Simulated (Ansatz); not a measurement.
The structure below was relaxed with plane-wave PAW DFT at the PBEsol level (Ansatz, an electronic-structure program, 420 eV), spin-orbit coupling left out.

```
YN
1.0
    0.00000     2.42808     2.42808
    2.42808     0.00000     2.42808
    2.42808     2.42808     0.00000
N Y
1 1
Cartesian
  0.00000   0.00000   0.00000
  2.42808   2.42808   2.42808
```

Problem. Find the space group and the Wyckoff positions.

Solution. Space group Fm-3m (No. 225); a = 4.856 Å, b = 4.856 Å, c = 4.856 Å, α = 90.00°, β = 90.00°, γ = 90.00°

| atom | site | symmetry | x | y | z |
|---|---|---|---|---|---|
| N | 4a | m-3m | 0.0000 | 0.0000 | 0.0000 |
| Y | 4b | m-3m | 0.5000 | 0.5000 | 0.5000 |

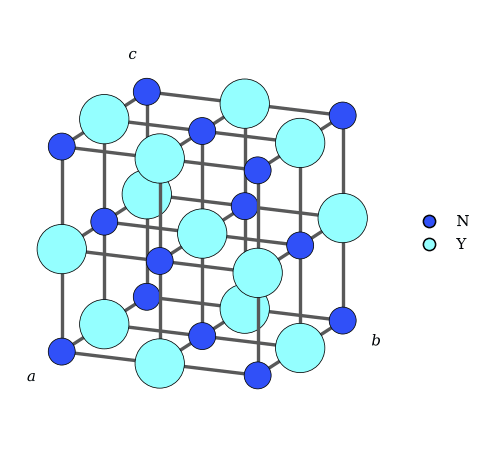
Fig. 1. The conventional cell

Stability against distortions was not tested. The cell was made from NbN by this change: Nb → Y.
